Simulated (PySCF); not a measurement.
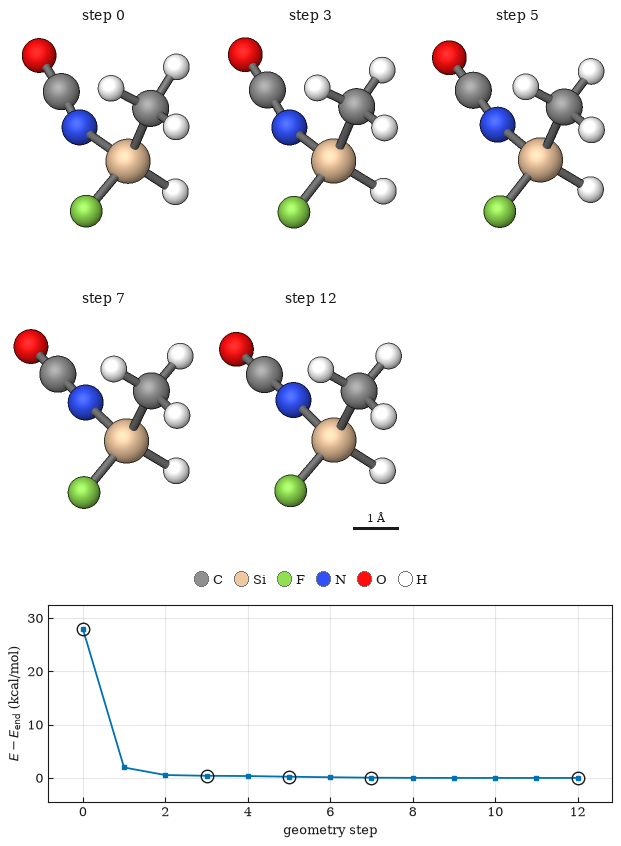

Frames of a relaxation of C2H4FNOSi, marked on the history of the run. A ball-and-stick model, seen from a free direction.

The start comes from GFN2-xTB. Its atoms were then displaced at random by about 0.03 Å.

Computed with PBE0-D3(BJ)/def2-SVP geometry optimisation, gas phase in PySCF. 

Question: Describe the path.

Answer: The energy falls by 28.0 kcal/mol in 12 geometry steps. The largest move after the best rigid fit is that of the O atom, 0.39 Å. Largest moves by element: O 0.39 Å, N 0.30 Å, H 0.20 Å, C 0.14 Å, F 0.13 Å, Si 0.10 Å. Among the contacts that change: N–Si 1.830 → 1.714 Å, C–N 1.086 → 1.198 Å, C–Si 1.797 → 1.850 Å, C–H 1.154 → 1.101 Å. Among the angles between lasting bonds that change: Si–N–C 156.1° → 176.9°, Si–C–H 118.2° → 110.7°, H–C–H 101.3° → 108.4°. The run took 43 s on 1 thread of Intel(R) Xeon(R) 6975P-C, with other jobs on the host. From step 0 to 3: N and H atoms move most (0.10 Å), energy −27.6 kcal/mol. From step 3 to 5: the O atom moves most (0.12 Å), energy −0.17 kcal/mol. From step 5 to 7: the O atom moves most (0.18 Å), energy −0.18 kcal/mol. From step 7 to 12: the O atom moves most (0.08 Å), energy −0.05 kcal/mol.
